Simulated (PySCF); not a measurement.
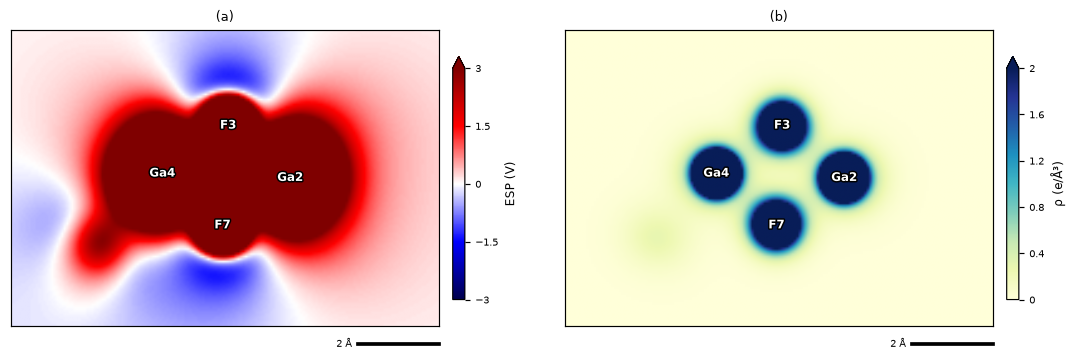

Figure. C2H7ClF2Ga2. (a) electrostatic potential; (b) electron density on the plane of atoms F3, Ga2 and F7.

Geometry: GFN2-xTB.

Theory: PySCF 2.14.0, CAM-B3LYP/def2-SVPD, SCF density, gas phase.

```xyz
14

C    -2.4196   -0.8016    0.1354
Ga   -1.6354    1.0292    0.4175
F    -0.1687    0.8579    1.7947
Ga    1.5261    0.8674    0.6975
C     2.2578   -0.9738    0.4230
Cl    3.1135   -0.1757   -0.9683
F     0.1148    1.0730   -0.6610
H    -2.7196   -0.9428   -0.9043
H    -3.2835   -0.9862    0.7753
H    -1.6406   -1.5297    0.3775
H    -1.9277    2.5368    0.5048
H     2.1475    2.2294    0.9111
H     3.0223   -1.4420    1.0388
H     1.6124   -1.7426   -0.0042
```

### Interpret the plot.

- The plane passes through Ga and F nuclei.
- Ga–F (1.97 Å): the density is about 0.49 e/Å³ at the midpoint.
- Ga–F (2.02 Å): ρ is about 0.44 e/Å³ halfway.
- Outside the dense part of the molecule the potential is most negative (−1.4 V) near F7.
